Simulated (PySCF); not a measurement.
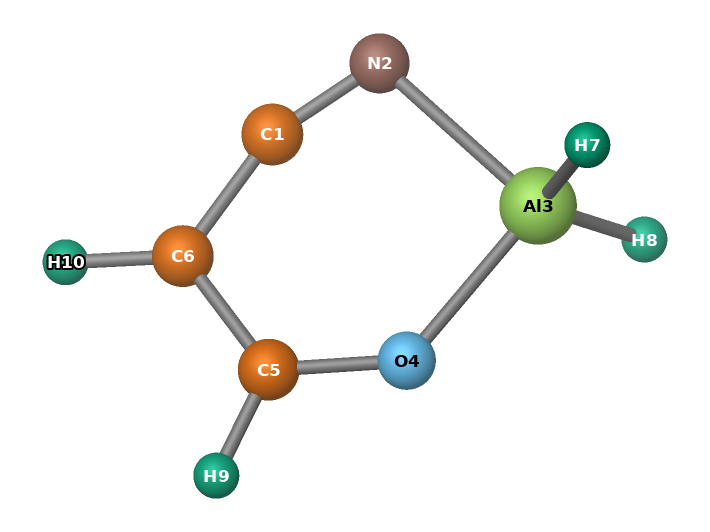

The computed structure is the end point of a PBE0-D3(BJ)/def2-SVP optimisation. No frequency run is at hand to confirm it as a minimum. Electric field gradients from the ground-state density, PBE0/6-31G (PySCF 2.14.0), non-relativistic apart from any core potentials.

Give the largest field-gradient component, the quadrupole coupling constant and the asymmetry for 14N at N2 (Q = 20.44 mb), 27Al at Al3 (Q = 146.6 mb), 17O at O4 (Q = −25.6 mb), 2H at H7 (Q = 2.86 mb), 2H at H9 (Q = 2.86 mb).

```csv
atom,V_zz (a.u.),e²qQ/h (MHz),η
N2,0.479,2.30,0.71
Al3,−0.766,−26.4,0.79
O4,1.352,−8.13,0.59
H7,0.137,0.092,0.02
H9,0.291,0.196,0.05
```
